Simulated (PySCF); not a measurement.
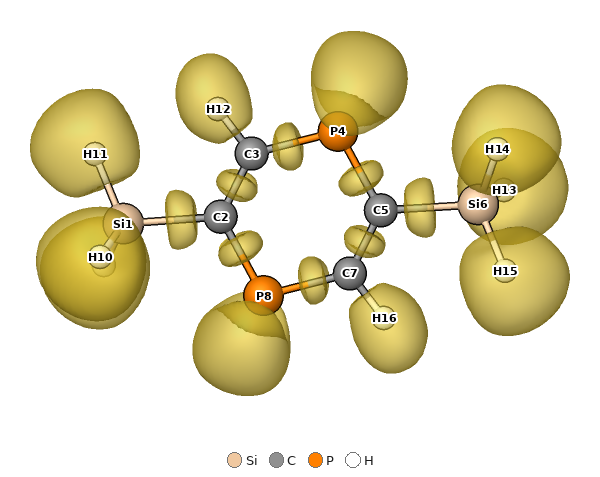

Figure. C₄H₈P₂Si₂ (SMILES [SiH3]c1cpc([SiH3])cp1). Isosurface of the electron localisation function at 0.8 (yellow), seen at a tilt. Core shells and regions of very low density are left out.

Geometry: GFN2-xTB.

These are results of PBE0/pcSseg-1, SCF density, gas phase, non-relativistic (PySCF 2.14.0), not measurements.

Input

```
{"job": {"kind": "nmr", "xc": "PBE0", "basis": "pcSseg-1"}, "charge": 0, "multiplicity": 1}
Si     3.444774    -0.171695    -0.278804
C      1.553616    -0.109079    -0.114071
C      0.922229    -0.819115     0.878773
P     -0.763404    -0.932577     1.292608
C     -1.554438     0.099189     0.121545
Si    -3.445494     0.183481     0.278842
C     -0.922786     0.801411    -0.877686
P      0.761687     0.914857    -1.292318
H      3.783485    -0.491218    -1.665922
H      3.987187     1.140351     0.081080
H      3.950944    -1.200793     0.632671
H      1.555599    -1.415340     1.533446
H     -4.025868    -0.961488    -0.428220
H     -3.798810     0.140847     1.697099
H     -3.900268     1.431457    -0.339226
H     -1.556051     1.398657    -1.531227
```

Launched as:

```sh
OMP_NUM_THREADS=1 python probes_run.py task.json out
```

Q: Identify the bonds, lone pairs and shells in this picture.

A: The ELF exceeds this value in two regions between bonded C–C atoms (shared pairs), four regions between bonded C–P atoms (shared pairs), two regions between bonded C–Si atoms (shared pairs), eight regions around hydrogen nuclei and two lobes on P, pointing away from the bonds (lone pairs).

Values along the shortest contacts:
C–C (1.37 Å): the ELF peaks at about 0.95 between the atoms (a covalent bond). C–P (1.74 Å): the ELF peaks at about 0.95 between the atoms (a covalent bond).
